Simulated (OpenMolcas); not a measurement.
# Multiconfigurational calculation: Eu³⁺ complex (part 2 of 2)

Continued. System: Eu³⁺ with 8 ligands (O; square antiprism, 2.45 Å), neutralised by 8 outer point charges of +1.6 e, whose field is part of the energies. Method: state-averaged CASSCF, active space 6 electrons in the shell 4f, basis ANO-RCC-VDZP on the metal and ANO-RCC-VDZP on the ligands, DKH2 scalar Hamiltonian, spin-orbit coupling by RASSI with atomic mean-field integrals (OpenMolcas).

## Output (extracts), continued
```
--- RASSI ---
SPIN-FREE ENERGIES:
  (Shifted by EMIN (a.u.) =     -11440.7874394169)

 SF State       Relative EMIN(au)   Rel lowest level(eV)    D:o, cm**(-1)

     1             0.0000000000        0.0000000000              0.0000
     2             0.0000000000        0.0000000000              0.0000
     3             0.0010383542        0.0282550560            227.8924
     4             0.0010383561        0.0282551084            227.8928
     5             0.0030675627        0.0834726340            673.2522
     6             0.0034795668        0.0946838367            763.6766
     7             0.0034795668        0.0946838367            763.6766
     8             0.1116771752        3.0388907499          24510.3069
     9             0.1116771752        3.0388907499          24510.3069
    10             0.1121859348        3.0527348029          24621.9667
    11             0.1122242144        3.0537764435          24630.3681
    12             0.1122242144        3.0537764435          24630.3681
    13             0.1274377267        3.4677572045          27969.3481
    14             0.1274570104        3.4682819398          27973.5804
    15             0.1274570104        3.4682819398          27973.5804
    16             0.1274615266        3.4684048322          27974.5716
    17             0.1274622916        3.4684256475          27974.7395
    18             0.1274984773        3.4694103129          27982.6813
    19             0.1274984786        3.4694103469          27982.6816
    20             0.1275780810        3.4715764374          28000.1523
    21             0.1275780810        3.4715764374          28000.1523
    22             0.1277830945        3.4771551415          28045.1476
    23             0.1277910661        3.4773720592          28046.8971
    24             0.1281998918        3.4884967738          28136.6240
    25             0.1281998918        3.4884967738          28136.6240
    26             0.1285448895        3.4978846374          28212.3422
    27             0.1285448895        3.4978846374          28212.3422
    28             0.1285490736        3.4979984923          28213.2605
    29             0.1285490736        3.4979984923          28213.2605
    30             0.1328973728        3.6163217421          29167.6019
    31             0.1329038758        3.6164986980          29169.0291
    32             0.1333580339        3.6288569701          29268.7053
    33             0.1333580339        3.6288569701          29268.7053
    34             0.1336243728        3.6361044206          29327.1600
    35             0.1336243728        3.6361044206          29327.1600
    36             0.1343694280        3.6563784043          29490.6807
    37             0.1343694280        3.6563784043          29490.6807
    38             0.1347614534        3.6670459602          29576.7203
    39             0.1534517637        4.1756352132          33678.7693
    40             0.1534525964        4.1756578724          33678.9520
Eigenvalues of complex Hamiltonian:
   -----------------------------------
  (Shifted by EMIN (a.u.) =     -11440.7874394169)

 SO State       Relative EMIN(au)   Rel lowest level(eV)    D:o, cm**(-1)

     1            -0.0163226364        0.0000000000              0.0000
     2            -0.0156125103        0.0193235132            155.8546
     3            -0.0140809328        0.0609998620            491.9971
     4            -0.0140809328        0.0609998620            491.9971
     5            -0.0117705319        0.1238690719            999.0714
     6            -0.0117705319        0.1238690719            999.0714
     7            -0.0114490641        0.1326166583           1069.6255
     8            -0.0110948046        0.1422565480           1147.3764
     9            -0.0110948039        0.1422565681           1147.3766
    10            -0.0076690508        0.2354760582           1899.2425
    11            -0.0075729347        0.2380915113           1920.3375
    12            -0.0075729347        0.2380915113           1920.3375
    13            -0.0074494571        0.2414515069           1947.4377
    14            -0.0074494571        0.2414515069           1947.4377
    15            -0.0071184925        0.2504575124           2020.0761
    16            -0.0071184926        0.2504575120           2020.0761
    17            -0.0033176136        0.3538846978           2854.2726
    18            -0.0033176012        0.3538850354           2854.2753
    19            -0.0029627019        0.3635423354           2932.1667
    20            -0.0027101462        0.3704147268           2987.5963
    21            -0.0027101462        0.3704147269           2987.5963
    22            -0.0025958836        0.3735239721           3012.6740
    23            -0.0025958836        0.3735239721           3012.6740
    24            -0.0022684190        0.3824347363           3084.5442
    25            -0.0022684188        0.3824347422           3084.5442
    26             0.0011558529        0.4756139225           3836.0850
    27             0.0011558529        0.4756139225           3836.0850
    28             0.0023778466        0.5088660655           4104.2816
    29             0.0023778466        0.5088660655           4104.2816
    30             0.0024293192        0.5102667052           4115.5785
    31             0.0024293522        0.5102676028           4115.5858
    32             0.0027488739        0.5189622320           4185.7127
    33             0.0027488746        0.5189622496           4185.7128
    34             0.0031371235        0.5295270411           4270.9236
    35             0.0031371235        0.5295270410           4270.9236
    36             0.0032826314        0.5334865138           4302.8589
    37             0.0063025858        0.6156636595           4965.6623
    38             0.0063025858        0.6156636595           4965.6623
    39             0.0068694558        0.6310889774           5090.0759
    40             0.0068694558        0.6310889774           5090.0759
    41             0.0079405637        0.6602353095           5325.1569
Weights of the five most important spin-orbit-free states for each spin-orbit state.

 SO State  Total energy (au)           Spin-free states, spin, and weights
 -------------------------------------------------------------------------------------------------------
    1        -0.016323       1 3.0  0.2581    2 3.0  0.2581    3 3.0  0.1289    4 3.0  0.1289    7 3.0  0.0643
    2        -0.015613       1 3.0  0.3539    2 3.0  0.3539    3 3.0  0.1096    4 3.0  0.1096    7 3.0  0.0179
    3        -0.014081       3 3.0  0.1631    4 3.0  0.1631    6 3.0  0.1600    2 3.0  0.1518    1 3.0  0.1518
    4        -0.014081       3 3.0  0.1631    4 3.0  0.1631    7 3.0  0.1600    1 3.0  0.1518    2 3.0  0.1518
    5        -0.011771       3 3.0  0.2408    4 3.0  0.2408    2 3.0  0.1104    1 3.0  0.1104    7 3.0  0.1020
    6        -0.011771       3 3.0  0.2408    4 3.0  0.2408    1 3.0  0.1104    2 3.0  0.1104    6 3.0  0.1020
    7        -0.011449       5 3.0  0.2260    1 3.0  0.1869    2 3.0  0.1869    7 3.0  0.1563    6 3.0  0.1563
    8        -0.011095       3 3.0  0.3291    1 3.0  0.1500    2 3.0  0.1500    7 3.0  0.1164    6 3.0  0.1164
    9        -0.011095       4 3.0  0.3291    2 3.0  0.1500    1 3.0  0.1500    6 3.0  0.1164    7 3.0  0.1164
   10        -0.007669       3 3.0  0.2376    4 3.0  0.2376    7 3.0  0.1281    6 3.0  0.1281    1 3.0  0.1250
   11        -0.007573       5 3.0  0.1801    3 3.0  0.1586    4 3.0  0.1586    1 3.0  0.1359    2 3.0  0.1359
   12        -0.007573       5 3.0  0.1801    3 3.0  0.1586    4 3.0  0.1586    2 3.0  0.1359    1 3.0  0.1359
```

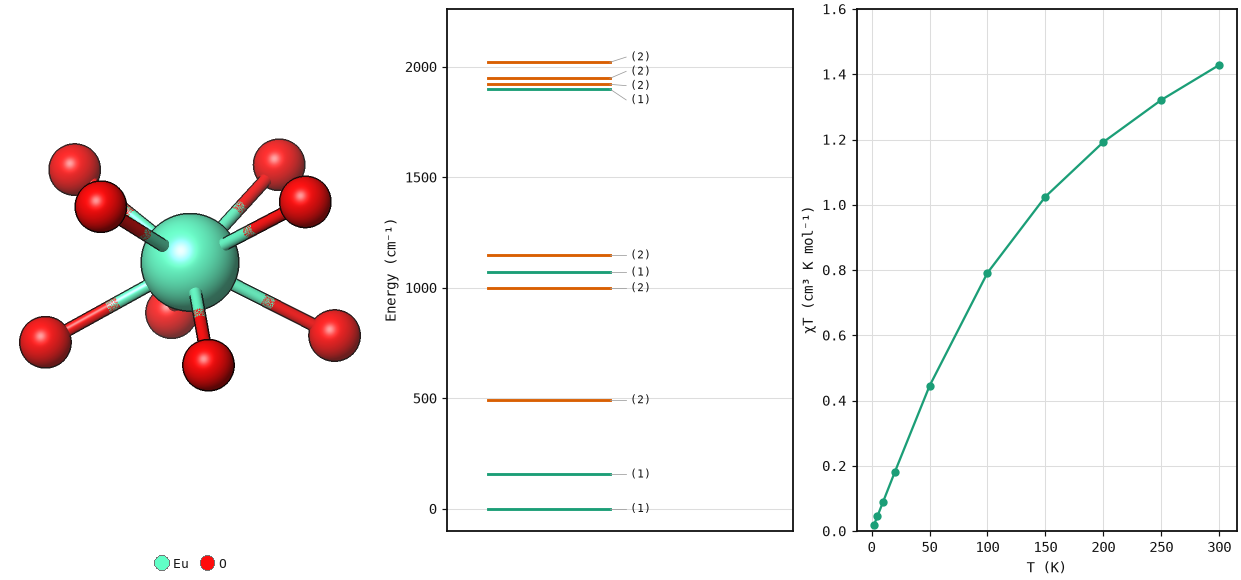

Figure 1. Eu³⁺ (4f⁶) with 8 ligands, O²⁻, at 2.45 Å (arrangement: square antiprism, D4d), axial distortion 1.08, neutralised by outer point charges of +1.6 e, and its levels and susceptibility. Labels give the representation in O, Td, D4 or D3 as the site allows (double group for half-integer spin) where it could be assigned and, in brackets, the degeneracy; spin-free states, where drawn, share the zero of the spin-orbit levels. Powder susceptibility by Van Vleck's formula. The ground level is non-degenerate, 96 % from states of spin multiplicity 7 (of the 140 states of multiplicity 5, 77 enter the spin-orbit step). The next level lies at 156 cm⁻¹. χT is 0.0180 cm³ K mol⁻¹ at 2 K and 1.43 at 300 K, an effective moment of 3.38 μB. The active orbitals hold 100 % metal character (Löwdin), and the Mulliken charge of the metal is +2.02.

## Key numbers

- outcome: converged
- energy of the lowest spin-free term: −11440.78744 hartree
- energy of the lowest spin-orbit level: −11440.80376 hartree
- largest spread among components of a term: 0.4 cm⁻¹
- hardware: 1 thread of Arm Neoverse V2, 24 GiB of memory available, shared host
- wall time: 3.2 min
- peak memory: 0.6 GiB

## Remarks

Without dynamic correlation the splittings between terms come out too large, often by 20 to 50 %. Limits: high states of lower spin left out of the spin-orbit mixing; bare point charges leave oxide and sulfide ligands too diffuse, field too small; distances are set from ionic radii, not optimised; spin-free states above about 45,000 cm⁻¹ are left out of the spin-orbit step.
